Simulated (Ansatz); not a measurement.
# Calculations on CH₄NO₂P

### Relaxation

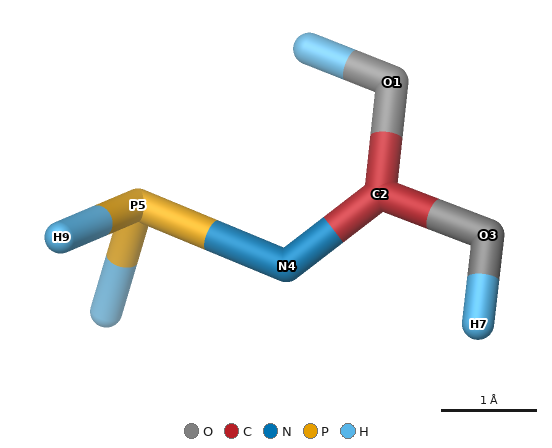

Starting structure of CH₄NO₂P. The picture is a stick view, seen from a free direction.

The run prepares an end point of a later path (inversion) calculation, from a guessed geometry.

These are results of RKS PBE-D4/def2-SVP (Ansatz), not measurements.

The input:
```yaml
crystal:
  periodic: [false, false, false]
  atoms:
    - { symbol: O, position_ang: [-0.0275, 1.7318, 0.1425] }
    - { symbol: C, position_ang: [0.5819, 0.6437, 0.3883] }
    - { symbol: O, position_ang: [1.691, 0.8767, 1.0296] }
    - { symbol: "N", position_ang: [0.3025, -0.5323, 0.0723] }
    - { symbol: P, position_ang: [-1.2531, -0.817, -0.7916] }
    - { symbol: H, position_ang: [-0.8878, 1.5596, -0.3441] }
    - { symbol: H, position_ang: [2.1703, 0.0168, 1.1976] }
    - { symbol: H, position_ang: [-0.7297, -1.6762, -1.7757] }
    - { symbol: H, position_ang: [-1.7591, -1.8495, 0.0639] }
basis:
  gaussian: { orbitals: def2-SVP }
hamiltonian:
  xc: pbe
  dispersion: d4
relax:
  f_tol: 0.015
  max_steps: 40
```

Run as
```bash
ansatz run input.yaml --threads 1 --pin off --max-ram 2048MiB --backend cpu --events-out ev --progress --plain --runs-dir out
```

### What does the optimiser find from here?

Over 5 accepted moves (7 points after the start) the energy falls by 35.8 kJ/mol. Largest force component: 3.8 eV/Å at the start, 0.015 eV/Å at the end. The line search rejected the trial steps at points 3, 6 of the run. O3 moves most after the best rigid fit: 0.064 Å. By element the largest moves are O 0.064 Å, P 0.059 Å, N 0.055 Å, H 0.051 Å, C 0.024 Å. Some distances before and after: O1–C2 1.271 → 1.340 Å, N4–P5 1.802 → 1.743 Å, C2–N4 1.249 → 1.295 Å, C2–O3 1.302 → 1.339 Å. Bond angles that change, for instance: C2–O3–H7 109.7° → 104.1°, C2–O1–H6 111.0° → 106.0°, H8–P5–H9 96.3° → 93.1°.

The structure at the end:

```xyz
9

O    -0.0607    1.7743    0.1435
C     0.6050    0.6387    0.3932
O     1.7403    0.9131    1.0487
N     0.2950   -0.5826    0.0939
P    -1.2073   -0.7905   -0.7647
H    -0.8796    1.5088   -0.3449
H     2.1560    0.0355    1.1849
H    -0.7690   -1.6972   -1.7957
H    -1.7911   -1.8465    0.0239
```

After the run, drawn alike:

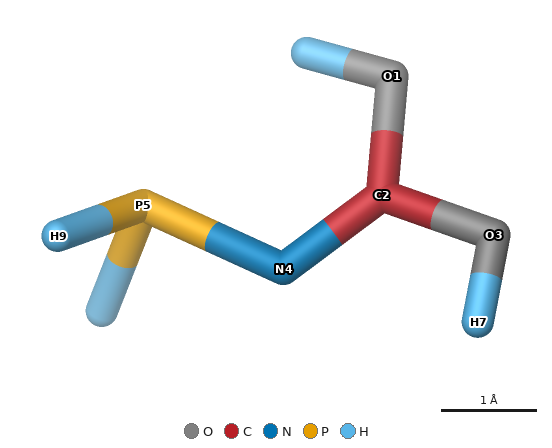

### Relaxation

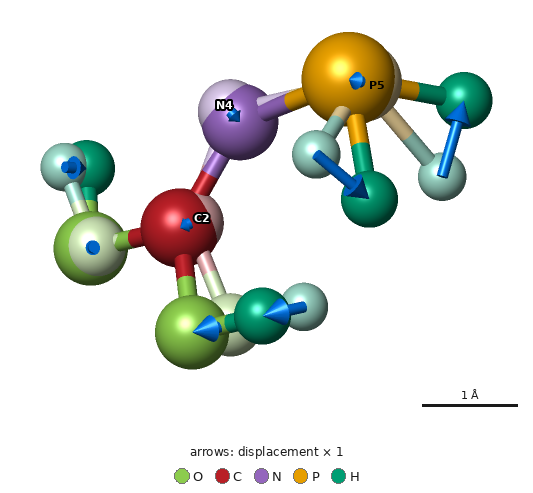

A relaxation of CH4NO2P. The starting structure is drawn faded, the final one solid; blue arrows show the displacements, at their true length. The two geometries are superimposed by the best rigid fit.

Style: ball-and-stick. Shown from a free direction.

The run prepares an end point of a later path (inversion) calculation, from a guessed geometry.

Level of theory: RKS PBE-D4/def2-SVP (Ansatz 0.2.0).

The input:
```yaml
crystal:
  periodic: [false, false, false]
  atoms:
    - { symbol: O, position_ang: [-0.0275, 1.7318, 0.1425] }
    - { symbol: C, position_ang: [0.5819, 0.6437, 0.3883] }
    - { symbol: O, position_ang: [1.691, 0.8767, 1.0296] }
    - { symbol: "N", position_ang: [0.3025, -0.5323, 0.0723] }
    - { symbol: P, position_ang: [-1.2531, -0.817, -0.7916] }
    - { symbol: H, position_ang: [-0.8878, 1.5596, -0.3441] }
    - { symbol: H, position_ang: [2.1703, 0.0168, 1.1976] }
    - { symbol: H, position_ang: [-1.03976, 0.12838, -1.81208] }
    - { symbol: H, position_ang: [-2.08035, 0.02015, 0.02621] }
basis:
  gaussian: { orbitals: def2-SVP }
hamiltonian:
  xc: pbe
  dispersion: d4
relax:
  f_tol: 0.015
  max_steps: 40
output:
  orbitals: {}
```

Run as
```bash
ansatz run input.yaml --threads 1 --pin off --max-ram 2048MiB --backend cpu --events-out ev --progress --plain --runs-dir out
```

Which element moves most?

Answer. Hydrogen: up to 0.84 Å, against 0.48 Å for oxygen.

What happened in the run?

Answer. The atom that moves furthest after the best rigid fit is H8 (0.84 Å). By element the largest moves are H 0.84 Å, O 0.48 Å, P 0.18 Å, N 0.15 Å, C 0.12 Å. Some distances before and after: N4–P5 1.802 → 1.720 Å, O1–C2 1.271 → 1.343 Å, P5–H9 1.433 → 1.476 Å, P5–H8 1.407 → 1.449 Å. Among the angles between lasting bonds that change: C2–N4–P5 117.6° → 126.4°, H8–P5–H9 96.3° → 90.4°, N4–P5–H9 97.6° → 102.8°. Groups turn about N4–P5 by about 50°. The energy falls by 42.4 kJ/mol in 22 accepted moves (27 points after the start). Largest force component: 3.7 eV/Å at the start, 0.0068 eV/Å at the end. The line search rejected the trial steps at points 3, 17, 18, 21, 22 of the run. The forces were under the threshold at step 19, but the run went on from there. The run took 110 s on 1 thread of Arm Neoverse V1, with other jobs on the host, peak memory 0.15 GiB.

### Path

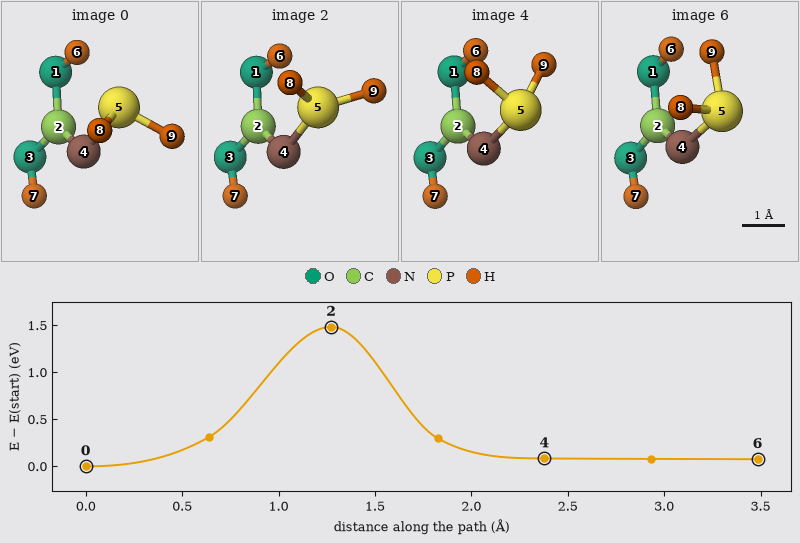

A nudged-elastic-band calculation for CH$_{4}$NO$_{2}$P. Images are numbered from 0 (start) to 6 (end). A ball-and-stick model, seen from a free direction.

Method: RKS PBE-D4/def2-SVP in Ansatz 0.2.0. Set-up: 5 movable images; climbing image; force threshold 0.03 eV/Å; iteration limit 60; starting path through a guess of the saddle point.

Question: Read off the barrier and say what moves.

Answer: Forward barrier 1.48 eV, backward barrier 1.41 eV, with image 2 at the top; the reaction energy is +0.08 eV. The motion is an umbrella inversion at P5. No bond forms or breaks between the ends. Bond angles that change up to the highest image, for instance: H8–P5–H9 93.1° → 117.9°, N4–P5–H8 99.5° → 120.9°. The band is converged. At the top, the vibrational analysis gives one imaginary mode (936i cm⁻¹), as a transition state must have.

The run took 3.6 min on 1 thread of Arm Neoverse V1, with other jobs on the host, peak memory 0.12 GiB.
